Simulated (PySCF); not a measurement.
# SiH2F2 (SiF2H2) at B3LYP/STO-6G

What is the vertical ionisation energy of SiH2F2 (SiF2H2) at B3LYP/STO-6G? The job is set up through a Python script.

Program for the calculation: PySCF 2.14.0.

5 further runs of the same task are left out: 5 set aside as unsound or not needed.

### Step 1. The system as given

The species is SiH2F2 (5 atoms), meant as a singlet with charge 0. SMILES: `[H][Si]([H])(F)F`. Geometry: relaxed at GFN2-xTB.

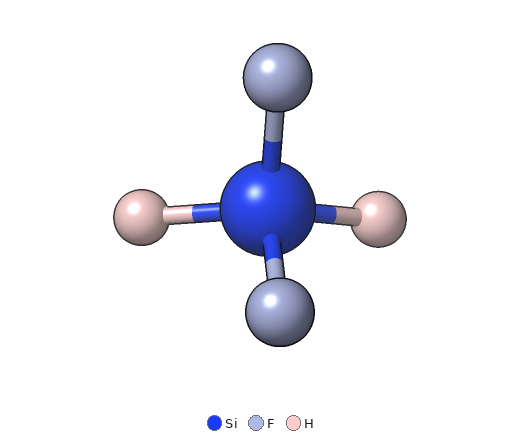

Viewed from a chosen angle; silicon blue, fluorine light blue, hydrogen pink.

### Step 2. A single-point energy at B3LYP/STO-6G

The input, calc.py:

```python
# SiF2H2
from pyscf import gto, dft

molecule = gto.M(
    atom='''
Si  -0.091360   0.000560  -0.064290
F    0.009240  -0.018840   1.526500
F    1.436020   0.010630  -0.519740
H   -0.680140   1.257800  -0.455540
H   -0.673740  -1.250150  -0.486920
''',
    spin=0,
    verbose=4,
    max_memory=1860,
    basis='sto-6g',
)

calc0 = dft.RKS(molecule, xc='b3lyp')
calc0.conv_tol = 1e-10
calc0.grids.level = 5
calc0.kernel()
if not calc0.converged:
    calc0 = calc0.newton().run(calc0.mo_coeff, calc0.mo_occ)

energy = calc0.e_tot
print('E(%s) = %.9f' % ('B3LYP', energy))
```

Started as:

```
$ OMP_NUM_THREADS=1 python calc.py
```

Log:

```text
PySCF version 2.14.0

[INPUT] num. atoms = 5
[INPUT] num. electrons = 34
[INPUT] charge = 0
[INPUT] spin (= nelec alpha-beta = 2S) = 0
[INPUT] symmetry False subgroup None
[INPUT] Mole.unit = angstrom
[INPUT] Symbol           X                Y                Z      unit          X                Y                Z       unit  Magmom
[INPUT]  1 Si    -0.091360000000   0.000560000000  -0.064290000000 AA   -0.172645378740   0.001058246630  -0.121490492548 Bohr   0.0
[INPUT]  2 F      0.009240000000  -0.018840000000   1.526500000000 AA    0.017461069391  -0.035602440187   2.884666929149 Bohr   0.0
[INPUT]  3 F      1.436020000000   0.010630000000  -0.519740000000 AA    2.713684509398   0.020087788704  -0.982166255981 Bohr   0.0
[INPUT]  4 H     -0.680140000000   1.257800000000  -0.455540000000 AA   -1.285278326362   2.376897519478  -0.860845838784 Bohr   0.0
[INPUT]  5 H     -0.673740000000  -1.250150000000  -0.486920000000 AA   -1.273184079164  -2.362441114625  -0.920145444573 Bohr   0.0

nuclear repulsion = 119.076698522689
number of shells = 13
number of NR pGTOs = 126
number of NR cGTOs = 21
basis = sto-6g
ecp = {}

******** <class 'pyscf.dft.rks.RKS'> ********
method = RKS
initial guess = minao
damping factor = 0
level_shift factor = 0
DIIS = <class 'pyscf.scf.diis.CDIIS'>
diis_start_cycle = 1
diis_space = 8
diis_damp = 0
SCF conv_tol = 1e-10
SCF conv_tol_grad = None
SCF max_cycles = 50
direct_scf = True
direct_scf_tol = 1e-13
XC library pyscf.dft.libxc version 7.0.0
    S. Lehtola, C. Steigemann, M. J.T. Oliveira, and M. A.L. Marques.,  SoftwareX 7, 1–5 (2018)
XC functionals = b3lyp
    P. J. Stephens, F. J. Devlin, C. F. Chabalowski, and M. J. Frisch.,  J. Phys. Chem. 98, 11623 (1994)
radial grids:
    Treutler-Ahlrichs [JCP 102, 346 (1995); DOI:10.1063/1.469408] (M4) radial grids

becke partition: Becke, JCP 88, 2547 (1988); DOI:10.1063/1.454033
pruning grids: <function nwchem_prune>
grids dens level: 5
symmetrized grids: False
atomic radii adjust function: <function treutler_atomic_radii_adjust>
small_rho_cutoff = 0
Set gradient conv threshold to 1e-05
Initial guess from minao.
tot grids = 178392
init E= -488.366003770957
  HOMO = -0.373130279211907  LUMO = 0.130010113070319  gap/eV = 13.69115
cycle= 1 E= -488.163753730272  delta_E= 0.202  |g|= 0.542  |ddm|= 2.45
  HOMO = -0.0509384940570455  LUMO = 0.212717470368659  gap/eV = 7.17444
cycle= 2 E= -488.146283840656  delta_E= 0.0175  |g|= 0.666  |ddm|= 2.07
  HOMO = -0.184048843790791  LUMO = 0.27140161752178  gap/eV = 12.39344
cycle= 3 E= -488.299287409913  delta_E= -0.153  |g|= 0.0228  |ddm|= 1.08
  HOMO = -0.183685194243686  LUMO = 0.27028199821166  gap/eV = 12.35308
cycle= 4 E= -488.299468230065  delta_E= -0.000181  |g|= 0.00669  |ddm|= 0.0495
  HOMO = -0.185730979934201  LUMO = 0.27084140685083  gap/eV = 12.42397
cycle= 5 E= -488.299489440528  delta_E= -2.12e-05  |g|= 0.000253  |ddm|= 0.0153
  HOMO = -0.18569953953762  LUMO = 0.270912647400384  gap/eV = 12.42505
cycle= 6 E= -488.299489473404  delta_E= -3.29e-08  |g|= 3.36e-05  |ddm|= 0.000609
  HOMO = -0.185691966701718  LUMO = 0.270910030110117  gap/eV = 12.42477
cycle= 7 E= -488.299489473722  delta_E= -3.18e-10  |g|= 2.12e-05  |ddm|= 8.84e-05
  HOMO = -0.185691220983682  LUMO = 0.270909697052238  gap/eV = 12.42474
cycle= 8 E= -488.299489473904  delta_E= -1.81e-10  |g|= 5.4e-07  |ddm|= 3.77e-05
  HOMO = -0.185691154463811  LUMO = 0.27090963263028  gap/eV = 12.42474
cycle= 9 E= -488.299489473904  delta_E= -1.14e-13  |g|= 5.38e-08  |ddm|= 1.4e-06
  HOMO = -0.185691172554835  LUMO = 0.270909640802044  gap/eV = 12.42474
Extra cycle  E= -488.299489473904  delta_E= -1.14e-13  |g|= 3.27e-08  |ddm|= 1.92e-07
converged SCF energy = -488.299489473904
E(B3LYP) = -488.299489474
```

Run time: 6.3 s. Hardware: 1 thread of Intel Xeon Platinum 8488C (Sapphire Rapids), shared host; peak memory 0.21 GiB.

### Step 3. The doublet cation

The input, job.py:

```python
from pyscf import gto, dft

system = gto.M(
    atom=[
    ('Si', (-0.091360, 0.000560, -0.064290)),
    ('F', (0.009240, -0.018840, 1.526500)),
    ('F', (1.436020, 0.010630, -0.519740)),
    ('H', (-0.680140, 1.257800, -0.455540)),
    ('H', (-0.673740, -1.250150, -0.486920)),
],
    verbose=3,
    charge=1,
    spin=1,
    basis='sto-6g',
    max_memory=1860,
)

mf = dft.UKS(system)
mf.xc = 'b3lyp'
mf.conv_tol = 1e-10
mf.grids.level = 5
mf.kernel()
if not mf.converged:
    mf = mf.newton().run(mf.mo_coeff, mf.mo_occ)

e_final = mf.e_tot
print('E(%s) = %.9f' % ('B3LYP', e_final))
```

Started as:

```
$ OMP_NUM_THREADS=1 python job.py
```

Log:

```text
WARN: HOMO -0.373130279211907 >= LUMO -0.37313027921191

converged SCF energy = -487.972718335704  <S^2> = 0.75417807  2S+1 = 2.0041737
E(B3LYP) = -487.972718336
```

Wall time 6.6 s (1 thread of Intel Xeon Platinum 8488C (Sapphire Rapids), shared host); peak memory 0.21 GiB.

### Step 4. Outcome

Level: B3LYP/STO-6G.

| quantity | value |
| --- | --- |
| singlet SiH2F2: total energy | -488.29949 Eh |
| singlet SiH2F2: dipole moment | 1.19 D |
| singlet SiH2F2: HOMO energy | -5.05 eV |
| singlet SiH2F2: LUMO energy | 7.37 eV |
| singlet SiH2F2: HOMO–LUMO gap | 12.42 eV |
| doublet cation: total energy | -487.97272 Eh |
| doublet cation: HOMO energy (highest over α and β) | -14.37 eV |
| doublet cation: LUMO energy (lowest over α and β) | -12.66 eV |
| doublet cation: ⟨S²⟩ | 0.754 |
| vertical ionisation energy (to the doublet cation) | 8.892 eV |

Removing an electron at fixed nuclei costs 8.89 eV (858 kJ/mol). −ε(HOMO) before ionisation, 5.05 eV, is 3.84 eV below this ionisation energy. In a minimal basis such a difference can be off by several eV, whatever the method. Mulliken charges (doublet cation) run from -0.04 on F3 to +1.00 on Si1; they depend strongly on the basis.
